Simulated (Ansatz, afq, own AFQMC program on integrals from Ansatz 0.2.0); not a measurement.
# BSiH3 (triplet): quantum Monte Carlo beside coupled cluster at distance Si1–B2 = 2.378 Å, cc-pVDZ, part 2 of 2

Ansatz 0.2.0, Gaussian basis, and an in-house AFQMC program (afq) on its integrals; all values are calculated; cc-pVDZ, frozen cores.

### Step 9. CCSDT(Q) on UHF

The input, in.yaml:

```yaml
crystal:
  periodic: [false, false, false]
  atoms:
    - {symbol: Si, position_ang: [0.000000, -0.098183, 0.730246]}
    - {symbol: B, position_ang: [0.000000, 0.117752, -1.637930]}
    - {symbol: H, position_ang: [0.000000, 1.082748, 1.652115]}
    - {symbol: H, position_ang: [0.000000, 1.229389, -2.083281]}
    - {symbol: H, position_ang: [0.000000, -0.839319, -2.348435]}
basis:
  gaussian: {orbitals: cc-pVDZ}
magnetization: {spin_polarized: true, initial_magnetization: 2}
correlation: {method: ccsdt_q, electrons: outside_noble_gas}
```

The run is started by

```bash
ansatz run in.yaml --threads 1 --pin off --events-out ev --progress --plain --max-ram 1382MiB
```

The log of the run, cut to the lines that bear on the results:

```text
Functional definition: HF
  name "HF"
  cite "Fock, Z. Phys. 61, 126 (1930) doi:10.1007/BF01340294"
  parent pbe
[...]
881 factors; integrals over basis functions are off by at most 1.9e-7 eV
[...]
mean field -8578.22764429 eV, -315.2440513962 hartree, gradient 3.1e-6 eV, S^2 2.008779; 2 other end points of the search recorded, 0 dependent functions left out
determinant -8578.22764429 eV, -315.2440513962 hartree, with singles and doubles -8583.34307121 eV, -315.4320398680 hartree
determinant -8575.18526666 eV, -315.1322460804 hartree, with singles and doubles -8580.30833810 eV, -315.3205154834 hartree
determinant -8575.03210852 eV, -315.1266176224 hartree, with singles and doubles -8580.65952017 eV, -315.3334211864 hartree
6 core orbitals not correlated: weight in the atoms' cores, before any rotation towards them, 1.000 or more for the frozen orbitals, at most 0.000 for the correlated occupied ones
reference -8578.22764429 eV, -315.2440513962 hartree; 6, 4 occupied and 35, 37 virtual orbitals, 881 factors
second order -4.04196241 eV of doubles, -0.00000000 eV of singles
cycle   1  -4.78544959 eV  change   -7.4e-1 eV  update   8.2e-2
[...]
cycle  18  -5.32189100 eV  change   -8.7e-7 eV  update   9.2e-7
perturbative correction -0.00903314 eV, -0.0003319618 hartree
Total energy: -8583.55856844 eV, -315.4399592451 hartree
```

Run time: 42 s. Hardware: 1 thread of Arm Neoverse N1, shared host; peak memory 0.34 GiB.

From the report: ⟨S²⟩ of the determinant 2.009 (pure triplet: 2.00); correlation -5.3309 eV; T1 0.037; largest double amplitude 0.09.

### Step 10. Phaseless AFQMC, CISD trial on UHF

It reads the integrals that the CCSD(T) run on this determinant wrote.

The run is started by

```bash
afq ham --method phaseless --trial cisd --walkers 60 --populations 1 --least-time 40 --time-step 0.005 --steps-per-block 50 --equilibration-blocks 28 --max-blocks 300 --target-error 0.00038 --factor-cut 1e-05 --start spin_pure --seed 8712 --release-times 0.24,0.51,0.99,1.62,2.4 --release-step 0.03 --release-every 4 --taylor-order 6
```

The log of the run:

```text
orbitals 41  electrons 6 4  factors 311 of 446
reference energy -315.24405077 Eh
CCSD correlation -0.18803429 Eh in 13 cycles, weight of the determinant in the CISD state 0.8679
energy of the start -315.431875 Eh
 block  time / (1/Eh)  mean weight  energy / Eh
     1     0.250  0.9982  -315.429513
     2     0.500  0.9971  -315.429707
     3     0.750  1.0021  -315.430731
     4     1.000  0.9991  -315.431466
     5     1.250  0.9994  -315.432122
     6     1.500  1.0001  -315.435978
     7     1.750  1.0010  -315.434707
     8     2.000  0.9999  -315.435057
     9     2.250  1.0012  -315.436574
    10     2.500  0.9984  -315.437165
    17     4.250  0.9993  -315.436557
    25     6.250  1.0008  -315.435553
    33     8.250  1.0003  -315.438081
    41    10.250  0.9975  -315.442905
    49    12.250  1.0010  -315.443239
    57    14.250  1.0012  -315.432589
    65    16.250  1.0001  -315.434069
    73    18.250  1.0001  -315.435230
    81    20.250  1.0011  -315.439925
    89    22.250  1.0004  -315.437712
    97    24.250  1.0004  -315.442817
   105    26.250  0.9981  -315.447772
   113    28.250  0.9976  -315.436021
   121    30.250  0.9985  -315.438482
   129    32.250  1.0004  -315.438267
   137    34.250  1.0020  -315.441972
   145    36.250  0.9991  -315.438173
   153    38.250  0.9999  -315.442113
   161    40.250  0.9984  -315.438283
   169    42.250  1.0018  -315.435865
   177    44.250  1.0006  -315.436631
   185    46.250  0.9998  -315.440586
   193    48.250  1.0024  -315.435146
   201    50.250  0.9989  -315.438187
   209    52.250  0.9997  -315.437536
   217    54.250  0.9998  -315.438573
   225    56.250  1.0004  -315.434911
   233    58.250  0.9992  -315.442244
   241    60.250  0.9999  -315.435417
   249    62.250  1.0005  -315.439030
   257    64.250  1.0022  -315.438766
   265    66.250  0.9991  -315.437981
   273    68.250  0.9975  -315.434267
   281    70.250  0.9993  -315.436499
   289    72.250  1.0000  -315.434781
   297    74.250  1.0004  -315.437443
   305    76.250  1.0001  -315.439850
   313    78.250  1.0011  -315.445021
   321    80.250  0.9993  -315.438893
blocks merged  error / Eh  count
     1  0.000197  300
     2  0.000250  150
     4  0.000321  75
     8  0.000387  37
    16  0.000424  18
    32  0.000429  9
released: time / (1/Eh)  energy / Eh  error  mean overlap
  0.24  -315.439283  0.000287  1.0059
  0.51  -315.439370  0.000279  1.0062
  0.99  -315.439533  0.000428  1.0070
  1.62  -315.439990  0.000429  0.9900
  2.40  -315.440888  0.000546  0.9768
energy -315.438962 +/- 0.000424 Eh
```

It took 17 min on 1 thread of Arm Neoverse N1, shared host.

Energy -8583.5314 ± 0.0115 eV. Caveats: constraint bias not in the error.

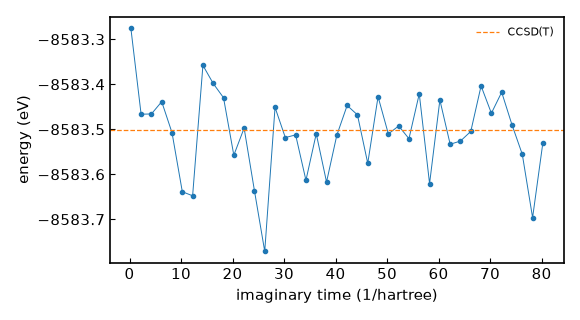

Block energies along the walk.

### Step 11. Phaseless AFQMC, single-determinant trial on UHF

It reads the integrals that the CCSD(T) run on this determinant wrote.

The run is started by

```bash
afq ham --method phaseless --trial hf --walkers 120 --populations 1 --least-time 40 --time-step 0.005 --steps-per-block 20 --equilibration-blocks 112 --max-blocks 600 --target-error 0.00114 --factor-cut 1e-05 --start spin_pure --seed 7888 --taylor-order 6
```

The log of the run:

```text
orbitals 41  electrons 6 4  factors 311 of 446
reference energy -315.24405077 Eh
CCSD correlation -0.18803429 Eh in 13 cycles, weight of the determinant in the CISD state 0.8679
energy of the start -315.244164 Eh
 block  time / (1/Eh)  mean weight  energy / Eh
     1     0.100  1.0000  -315.275038
     2     0.200  1.0026  -315.298925
     3     0.300  1.0010  -315.323874
     4     0.400  0.9988  -315.343968
     5     0.500  1.0015  -315.351260
     6     0.600  0.9999  -315.368495
     7     0.700  1.0034  -315.379286
     8     0.800  1.0005  -315.387894
     9     0.900  1.0004  -315.396320
    10     1.000  1.0011  -315.402642
    18     1.800  1.0005  -315.418159
    35     3.500  0.9989  -315.434993
    52     5.200  0.9987  -315.440264
    69     6.900  0.9994  -315.453227
    86     8.600  1.0005  -315.460122
   103    10.300  0.9999  -315.443965
   120    12.000  1.0004  -315.440900
   137    13.700  0.9970  -315.435860
   154    15.400  0.9996  -315.446355
   171    17.100  1.0001  -315.439437
   188    18.800  1.0006  -315.461441
   205    20.500  1.0019  -315.431456
   222    22.200  1.0011  -315.432193
   239    23.900  1.0002  -315.444503
   256    25.600  1.0005  -315.440796
   273    27.300  1.0010  -315.436153
   290    29.000  1.0002  -315.440529
   307    30.700  0.9983  -315.491290
   324    32.400  0.9995  -315.438936
   341    34.100  1.0019  -315.427319
   358    35.800  1.0000  -315.446155
   375    37.500  0.9981  -315.445356
   392    39.200  0.9995  -315.436102
   409    40.900  1.0002  -315.433712
   426    42.600  0.9991  -315.433554
   443    44.300  0.9994  -315.431824
   460    46.000  1.0014  -315.461848
   477    47.700  1.0000  -315.426006
   494    49.400  1.0012  -315.450735
   511    51.100  1.0012  -315.443830
   528    52.800  1.0002  -315.416809
   545    54.500  1.0001  -315.454124
   562    56.200  0.9999  -315.446231
   579    57.900  0.9999  -315.448644
   596    59.600  1.0007  -315.429579
   613    61.300  1.0001  -315.443206
   630    63.000  0.9984  -315.454708
   647    64.700  0.9996  -315.468233
   664    66.400  1.0008  -315.443610
   681    68.100  1.0000  -315.428197
   698    69.800  0.9998  -315.430409
blocks merged  error / Eh  count
     1  0.000577  600
     2  0.000782  300
     4  0.001056  150
     8  0.001378  75
    16  0.001764  37
    32  0.001920  18
    64  0.001759  9
energy -315.441202 +/- 0.001920 Eh
```

Run time: 9.1 min. Hardware: 1 thread of Arm Neoverse N1, shared host.

Energy -8583.5924 ± 0.0522 eV. Caveats: constraint bias not in the error; error above the target.

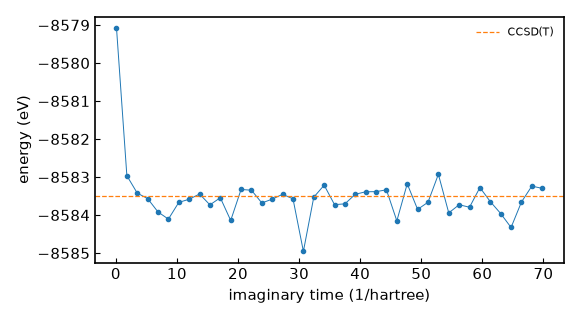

Block energies along the walk.

### Step 12. Free-projection AFQMC, CISD trial on UHF

It reads the integrals that the CCSD(T) run on this determinant wrote.

The run is started by

```bash
afq ham --method free --trial cisd --walkers 60 --time-step 0.03 --max-blocks 80 --target-error 0.00038 --factor-cut 1e-05 --seed 2783 --times 0,0.21,0.42,0.81,1.2,1.8,2.4,3 --taylor-order 8
```

The log of the run:

```text
orbitals 41  electrons 6 4  factors 311 of 446
reference energy -315.24405077 Eh
CCSD correlation -0.18803429 Eh in 13 cycles, weight of the determinant in the CISD state 0.8679
repeat  energy at the last time / Eh  error
    10  -315.438995  0.000760
    20  -315.438718  0.000578
    30  -315.439430  0.000561
    40  -315.439447  0.000452
    50  -315.439554  0.000422
    60  -315.439815  0.000387
    70  -315.439670  0.000373
time / (1/Eh)  energy / Eh  error  mean overlap
  0.00  -315.432061  0.000136  1.1528
  0.21  -315.434644  0.000165  1.1511
  0.42  -315.436278  0.000175  1.1480
  0.81  -315.437864  0.000175  1.1449
  1.20  -315.438533  0.000242  1.1522
  1.80  -315.439008  0.000265  1.1581
  2.40  -315.439590  0.000348  1.1426
  3.00  -315.439643  0.000368  1.1269
energy -315.439643 +/- 0.000368 Eh
```

It took 8.2 min on 1 thread of Arm Neoverse N1, shared host.

Energy -8583.5500 ± 0.0100 eV. Caveats: remainder of the start not in the error.

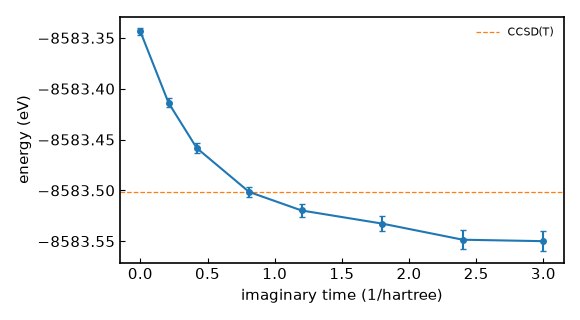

Energy against projection time, with error bars.

### Step 13. AFQMC on the ladder

On the UHF determinant, counted from CCSDT(Q) (a yardstick, not exact):

| level | energy (eV) | from CCSDT(Q) (kJ/mol) | statistical error (kJ/mol) | time |
| --- | --- | --- | --- | --- |
| HF | -8578.2276 | +514.4 |  |  |
| MP2 | -8582.2696 | +124.4 |  |  |
| CCSD | -8583.3443 | +20.7 |  |  |
| CCSD(T) | -8583.5013 | +5.5 |  |  |
| CCSDT(Q) | -8583.5586 | 0.0 |  |  |
| Phaseless AFQMC, CISD trial, step 0.005, 60 walkers | -8583.5314 | +2.6 | 1.1 | 17 min |
| Phaseless AFQMC, single-determinant trial, step 0.005, 120 walkers | -8583.5924 | -3.3 | 5.0 | 9.1 min |
| Free-projection AFQMC, CISD trial, step 0.03, 60 walkers | -8583.5500 | +0.8 | 1.0 | 8.2 min |

The functionals' totals stand on their own zeros and serve differences with other points: PBE -8593.260 eV; r2SCAN -8597.413 eV; PBE0 -8594.257 eV; B3LYP -8599.380 eV; wB97M-V -8597.146 eV; B2PLYP -8594.148 eV.

### Step 14. What came out

The summary covers parts 1 to 2.

```
                                                      quantity              value
                                  CCSD(T) on UHF from CCSDT(Q)        +5.5 kJ/mol
              Phaseless AFQMC, CISD trial on UHF from CCSDT(Q)  +2.6 ± 1.1 kJ/mol
Phaseless AFQMC, single-determinant trial on UHF from CCSDT(Q)  -3.3 ± 5.0 kJ/mol
        Free-projection AFQMC, CISD trial on UHF from CCSDT(Q)  +0.8 ± 1.0 kJ/mol
```

What this shows: On UHF the phaseless walk with the CISD trial lies +2.6 kJ/mol from CCSDT(Q), within three error bars. Free projection has no constraint; at the last time it gives +0.8 ± 1.0 kJ/mol, and from a start that isn't spin pure other spins can mix in. Error bars are statistical and leave out the constraint, the time step and what remains of the start.
